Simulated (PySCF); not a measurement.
# C$_{5}$H$_{6}$Si, SMILES `[SiH]1=CC=CC=C1`: electronic structure

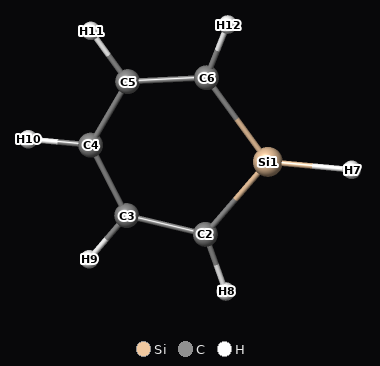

The molecule, with its atoms numbered as below. No frequency check shows the geometry to be a minimum.

Cartesian coordinates (Å):

```
Si1     -1.4186    0.0001    0.0000
C2      -0.3443    1.4472    0.0000
C3       1.0223    1.2375    0.0000
C4       1.6563   -0.0001    0.0000
C5       1.0223   -1.2376    0.0000
C6      -0.3444   -1.4472    0.0000
H7      -2.8733   -0.0001    0.0000
H8      -0.7051    2.4667    0.0000
H9       1.6663    2.1103    0.0000
H10      2.7381   -0.0001    0.0000
H11      1.6662   -2.1104    0.0000
H12     -0.7052   -2.4667    0.0000
```

Part 1: Removing or adding an electron

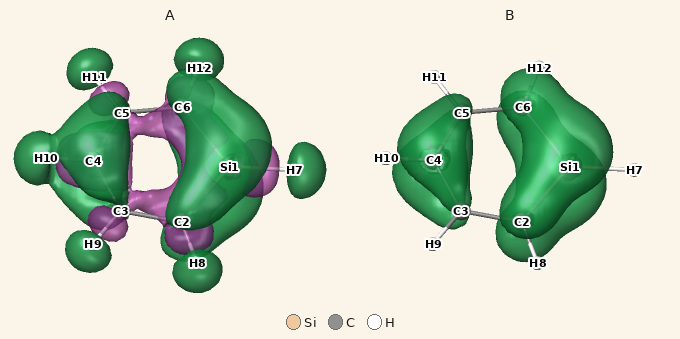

The Fukui function f⁻ from two separate SCF calculations and the density of the HOMO, at ±0.015 e/Å³ (green positive, purple negative).

PySCF calculation, M06-2X/cc-pVDZ, gas phase; geometry: GFN2-xTB.

Q: Which panel is which, and how good is the frozen-orbital picture?

A: A is f⁻ (it has negative regions), B the HOMO density. The HOMO lies on Si1 (33 %), C4 (21 %) and C2 and C6 (14 % each); f⁻ (Hirshfeld-condensed) is largest on Si1 (0.29); the vertical ionisation energy is 7.95 eV. Relaxation shifts 23 % of the electron between atoms. The orbital energy is −6.93 eV.

Part 2: The π system

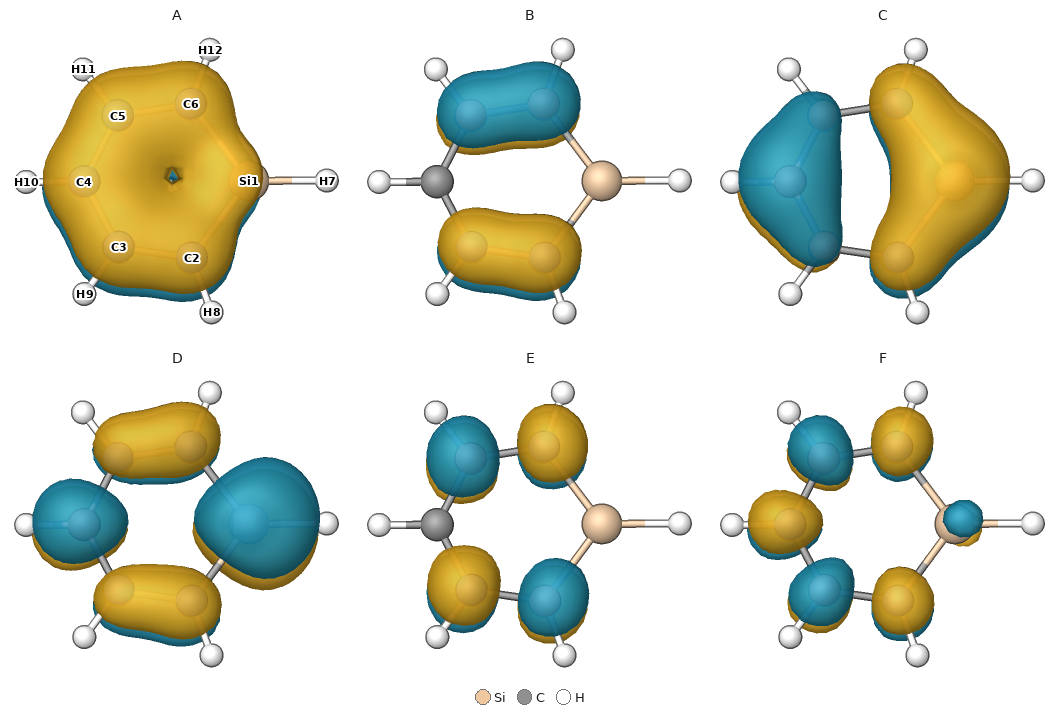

Natural orbitals of the π active space, CASSCF(6,6), singlet state, in order of falling occupation.

PySCF calculation, 6-31+G* basis, gas phase; geometry: GFN2-xTB.

Q: What are the natural occupation numbers?

A: A 1.96, B 1.90, C 1.89, D 0.11, E 0.10, F 0.04.

Q: How multiconfigurational is the state?

A: The leading determinant weighs 0.88; the effective number of unpaired electrons, Σ n²(2−n)², is 0.18; the most occupied of the weakly occupied orbitals holds 0.11 e, as in an ordinary closed-shell π system. The active space lowers the energy by 1.85 eV against Hartree–Fock.

Q: Where does the lowest triplet lie relative to the singlet, at this geometry and within this active space?

A: 3.10 eV above it by strongly contracted NEVPT2 (+2.67 eV by CASSCF); a small basis tends to put such gaps a few tenths of an eV too high. This is a vertical energy for π states alone; a state that uses lone pairs or σ orbitals may lie lower.

Part 3: Stretching a bond

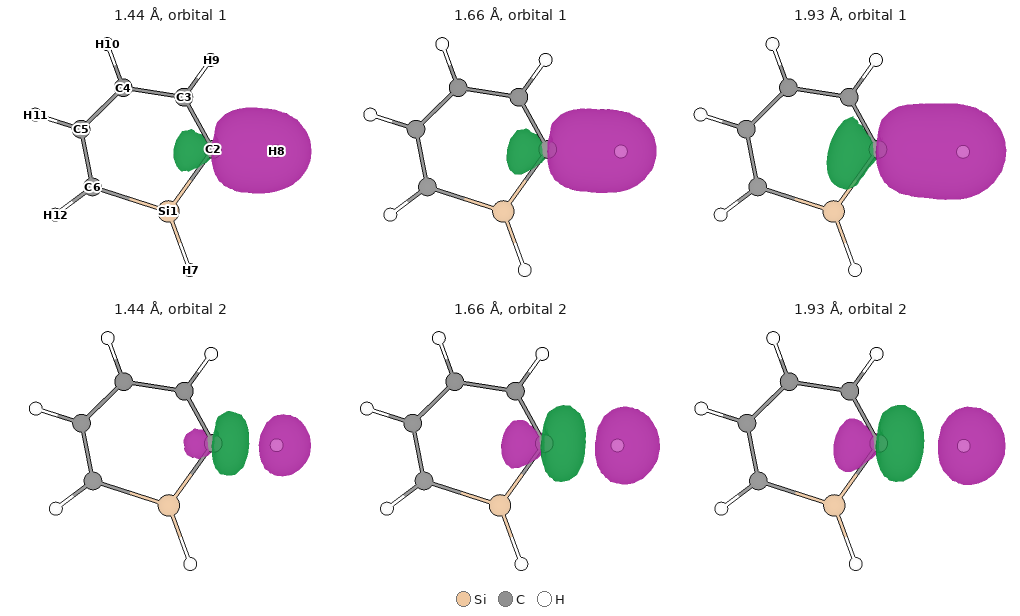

Rigid stretch of the C2–H8 bond. The two CASSCF(2,2) natural orbitals nearest half filling (orbital 1 the more occupied).

Computed with PySCF, 6-31G* basis, geometry: GFN2-xTB.

Q: How do the occupations change along the stretch?

A: 1.44 Å: 1.95 and 0.05; 1.66 Å: 1.90 and 0.10; 1.93 Å: 1.82 and 0.18. At the longest distance computed (3.00 Å) they are 1.27 and 0.73, and the effective number of unpaired electrons is 1.7.

UHF's ⟨S²⟩ passes 1 along the scan (up to 1.85), so it also polarises electrons outside the stretched bond; its energy lowering isn't due to that bond alone.

UHF already breaks spin symmetry near equilibrium here (⟨S²⟩ = 0.69 at 1.07 Å), for reasons apart from this bond.

Q: How much energy does the stretch cost?

A: By CASSCF, 4.4 eV from the lowest point of the scan (1.07 Å) to 3.00 Å; RHF gives 7.6 eV from its own lowest point. The fragments aren't relaxed and dynamic correlation is missing, so this isn't a bond dissociation energy.

The PySCF runs shown took 12 min, 74 s and 8 min on 1 thread of Arm Neoverse V1 (shared host).
